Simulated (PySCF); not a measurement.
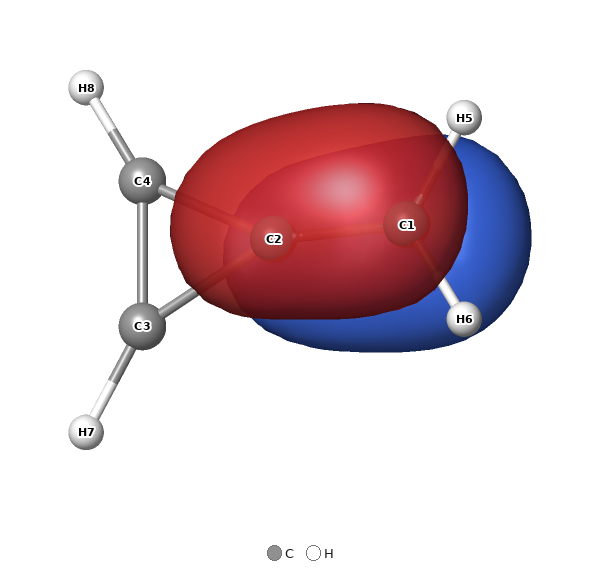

*C4H4, SMILES `C=C1C=C1`. Pipek–Mezey orbitals, occupied; each surface holds about 80 % of the orbital's density. Energies are diagonal elements of the Fock matrix.*

Level of theory: ωB97X/cc-pVTZ (PySCF), at a geometry from GFN2-xTB. No frequency check shows the geometry to be a minimum.

**What does this orbital represent?**

π bond C1–C2 (C1 58 %, C2 41 %; −9.8 eV).

**How do all the valence pairs divide up?**

10 pairs: 8 σ bonds, 1 delocalised π orbital and 1 two-centre π bond.
